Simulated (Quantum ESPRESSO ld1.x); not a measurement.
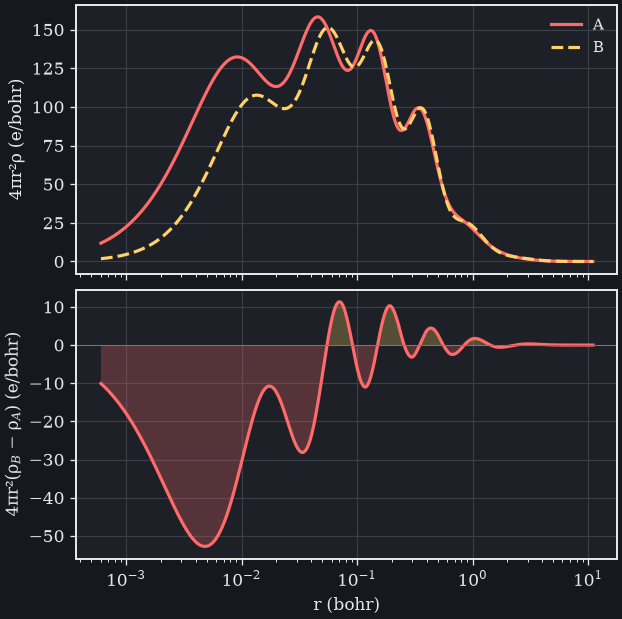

The neutral bismuth atom in [Xe] 4f14 5d10 6s2 6p3 (open shells shared over both j by 2j + 1) was computed with two values of the speed of light (atomic units): c = 116.481; c = 685.18. All numbers are computed, not measured: Dirac Kohn-Sham, LDA (Slater exchange, Perdew-Zunger correlation), spin-unpolarised, spherical densities, point nucleus (Quantum ESPRESSO ld1.x 7.5).

The plot shows both radial densities and the radial density of run B less that of run A; on the logarithmic r axis, areas aren't charges.

Assign A and B and describe the change of the density.

A is c = 116.481; B is c = 685.18. B holds 2.6 electrons more than A where the difference is positive (most at r = 0.070 bohr) and 2.6 electrons fewer where it is negative (most at r = 0.0048 bohr), with no net change.
